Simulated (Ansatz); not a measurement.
Reaction (SMILES): FCF + 2 [H][H] (H2) → C (CH4) + 2 F (HF)
B3LYP-D3(BJ)/def2-TZVP geometries, fixed; electronic energies without zero-point terms.

Basis-set convergence of the energy of full hydrogenation at MP2 with Ansatz (a quantum-chemistry and plane-wave program). Cartesian d functions, on some or all atoms, in 6-31G*, 6-31G**; all else is spherical. Cores are frozen. No added dispersion term, no relativity. Functions are those of the species that has most. Reference: Hartree-Fock in aug-cc-pVQZ plus the correlation part extrapolated as X^-3 from aug-cc-pVTZ and aug-cc-pVQZ, -49.07 kcal/mol, itself unsure by roughly 0.08 kcal/mol (a third of the extrapolation step and of the last Hartree-Fock step). Deviations are taken from unrounded values.

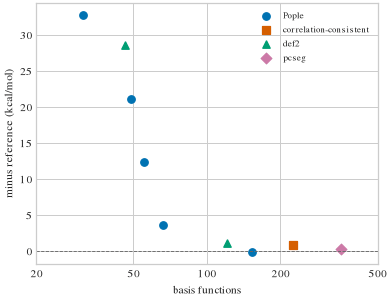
Figure: Deviation from the reference against the number of basis functions, by family of sets.

| basis | functions | energy of full hydrogenation (kcal/mol) | minus reference (kcal/mol) |
|---|---|---|---|
| 3-21G | 31 | -16.28 | 32.78 |
| def2-SV(P) | 46 | -20.50 | 28.57 |
| 6-31G* | 49 | -27.91 | 21.16 |
| 6-31G** | 55 | -36.78 | 12.29 |
| 6-311G** | 66 | -45.47 | 3.59 |
| def2-TZVPP | 121 | -48.00 | 1.07 |
| 6-311++G(3df,3pd) | 153 | -49.28 | -0.21 |
| cc-pVQZ | 225 | -48.27 | 0.79 |
| aug-pcseg-3 | 353 | -48.78 | 0.29 |
